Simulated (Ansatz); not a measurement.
**AsH$_{7}$SSn: density, localisation and related maps**

The calculation's input:

```
crystal:
  periodic: [false, false, false]
  atoms:
    - {symbol: Sn, position_ang: [-0.746204, 0.432860, -1.073454]}
    - {symbol: S, position_ang: [-0.445420, 1.303780, 1.650997]}
    - {symbol: H, position_ang: [-0.578618, -0.505712, -2.530099]}
    - {symbol: H, position_ang: [-2.395651, 0.314825, -0.674180]}
    - {symbol: H, position_ang: [-0.047680, 1.934974, -1.463120]}
    - {symbol: H, position_ang: [0.964199, -0.093791, 1.499142]}
    - {symbol: As, position_ang: [0.893222, -1.199378, 0.352389]}
    - {symbol: H, position_ang: [0.510014, 2.172160, 1.281520]}
    - {symbol: H, position_ang: [-0.083111, -2.123335, 1.031204]}
    - {symbol: H, position_ang: [1.929249, -2.236286, -0.074300]}
basis:
  gaussian: {orbitals: def2-TZVPP}
hamiltonian: {xc: pbe0, dispersion: d4}
output: {orbitals: {seedname: orbitals}}
```

Launched as:

```sh
ansatz run in.yaml --threads 8 --pin off --events-out ev --progress --plain --max-ram 19148MiB
```

A transition-state structure; geometry: PBE0-D4/def2-TZVP; core potentials replace the inner electrons of Sn.

Level of theory: Ansatz, RKS PBE0-D4/def2-TZVPP.

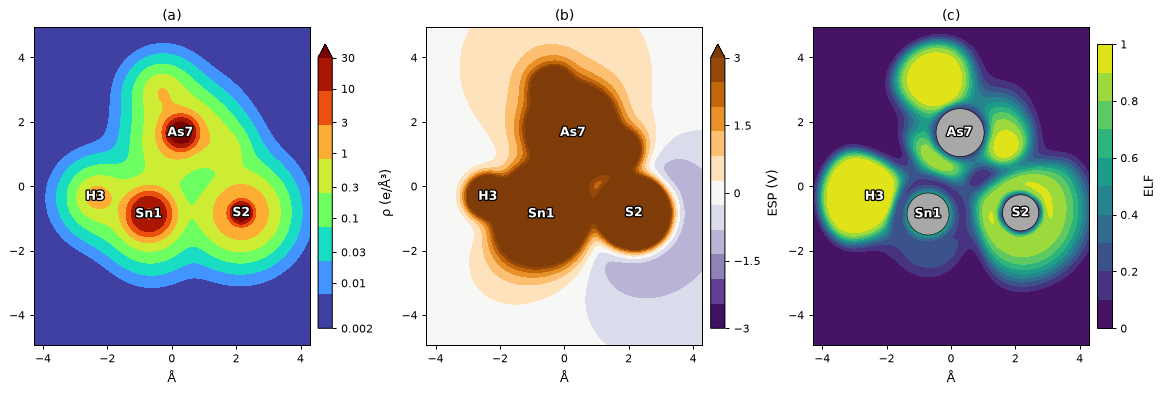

Figure 1. (a) electron density; (b) electrostatic potential; (c) electron localisation function on the plane of atoms S2, Sn1 and As7. Grey discs cover the atomic cores in the ELF map.

### What does the map show?

The section cuts through Sn, S, H and As sites.
Sn–As (2.72 Å): ρ is about 0.39 e/Å³ halfway; the ELF peaks at about 0.85 between the atoms, as expected for a covalent bond.
Sn–S (2.88 Å): the density is about 0.27 e/Å³ at the midpoint; the ELF peaks at about 0.90 in the valence shell of S, 0.9 Å from its nucleus, and drops to about 0.15 between the two atoms.
The ELF also peaks beside S2, away from the bonds: lone-pair regions.
Outside the dense part of the molecule the potential is most negative (−1.2 V) near S2.

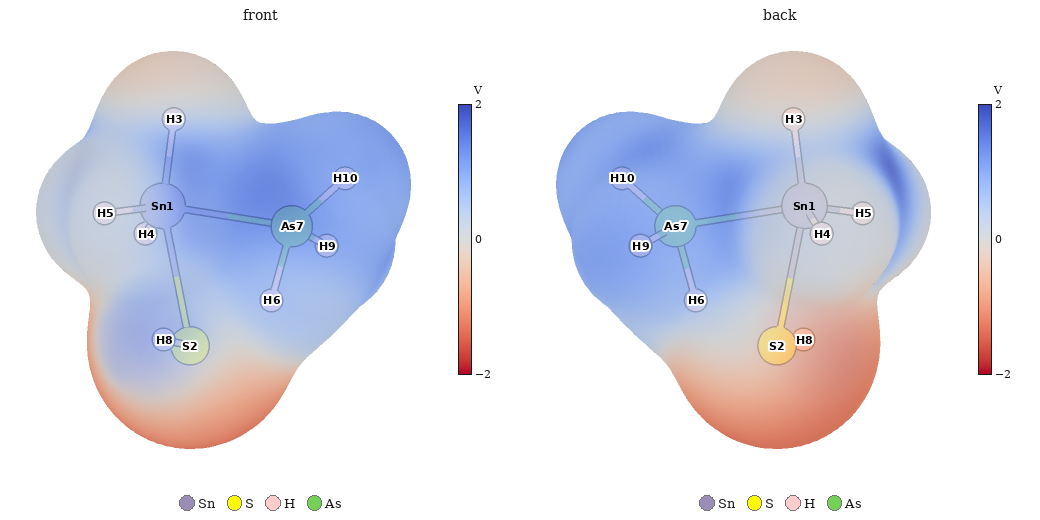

Figure 2. The molecular electrostatic potential painted on the density surface at 0.002 e/bohr³, seen from the front and from behind; red is negative and blue positive.

### Describe the electrostatic potential map.

The most negative region (about −1.3 V, or −30 kcal/mol for a unit charge) lies over S2, the most positive (about +1.5 V, or +35 kcal/mol for a unit charge) over Sn1.

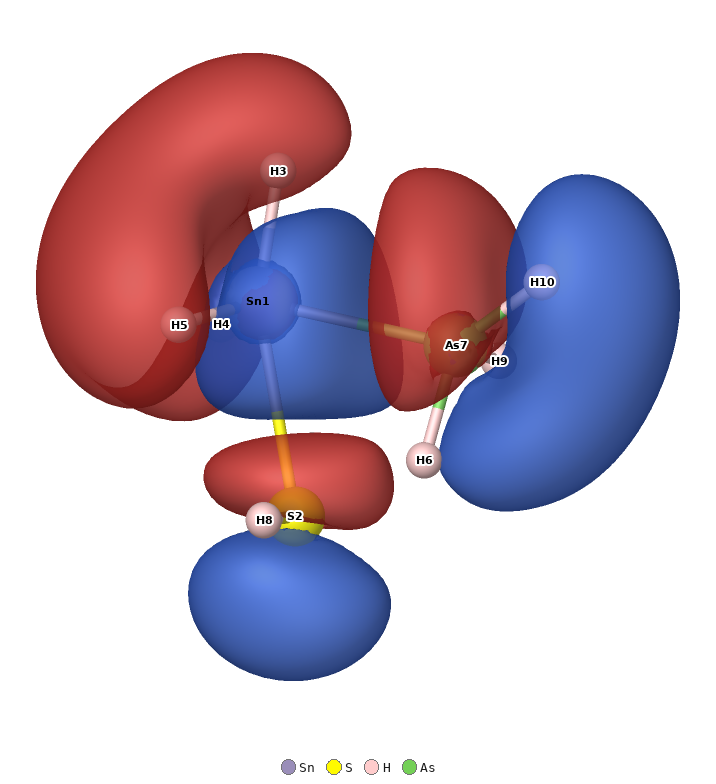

Figure 3. The LUMO at ±0.04 Å⁻³ᐟ² (red and blue are the two phases), seen at a tilt.

### What is the character of this orbital?

It lies mainly on Sn1 (about 40 %), As7 (about 25 %), S2 (about 10 %) and H10 (about 10 %). Its energy is −1.57 eV.
